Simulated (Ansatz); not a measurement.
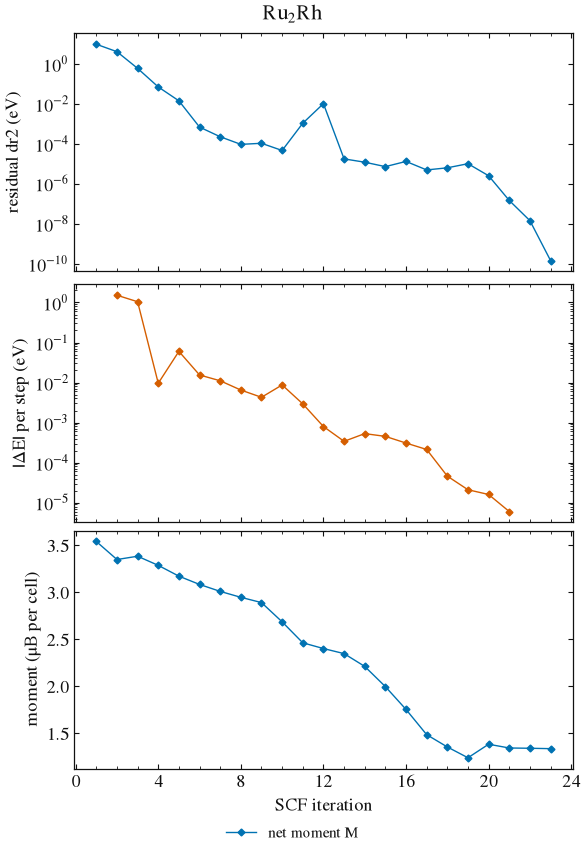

The plot shows the SCF iterations of a calculation: density residual dr2, step-to-step change of the Harris–Foulkes energy, magnetic moments. Energy differences below 3 × 10⁻⁶ eV aren't drawn. dr2 is the charge part; the magnetisation has a residual of its own.

Program: Ansatz.

```
crystal:
  lattice:
    - [0.0, 3.5422543793, 3.5422543793]
    - [3.5422543793, 0.0, 3.5422543793]
    - [3.5422543793, 3.5422543793, 0.0]
  atoms:
    - { symbol: Ru, position: [0.625, 0.125, 0.625], spin: 1.0 }
    - { symbol: Ru, position: [0.625, 0.625, 0.125], spin: 1.0 }
    - { symbol: Ru, position: [0.125, 0.625, 0.625], spin: 1.0 }
    - { symbol: Ru, position: [0.625, 0.625, 0.625], spin: 1.0 }
    - { symbol: Rh, position: [0.25, 0.25, 0.25], spin: 1.0 }
    - { symbol: Rh, position: [0.0, 0.0, 0.0], spin: 1.0 }
basis:
  ecutwfc: 420
kpoints:
  mp_grid: { grid: [4, 4, 4] }
hamiltonian:
  xc: pbe
scf:
  occupations: { method: gaussian, width: 0.1 }
  lower_state_search: "off"
output:
  forces: true
  stress: true
  eigenvalues: true
  populations: true
magnetization:
  spin_polarized: true
```

Run as:
```bash
ansatz run input.yaml --threads 1 --pin off --max-ram 2560MiB --backend cpu --events-out ev --progress --plain --runs-dir out
```

**Did the calculation converge?**

Converged, in 23 iterations. The residual falls unevenly and jumps up by a factor of two or more twice on the way down, most sharply at step 11 (by a factor of about 25). The program keeps the magnetisation out of the quasi-Newton mixer until iteration 8 and then restarts the mixer with it. From the first spectrum the program read the system as a metal and chose the Kerker preconditioner. The program put off closing at iteration 22, as the moment had not settled.

**Read the residual at the first and at the last step drawn.**

It starts near 9 and ends near 10⁻¹⁰ eV.

**What happens to the magnetisation?**

The net moment goes from 3.5 to 1.3 μB per cell.
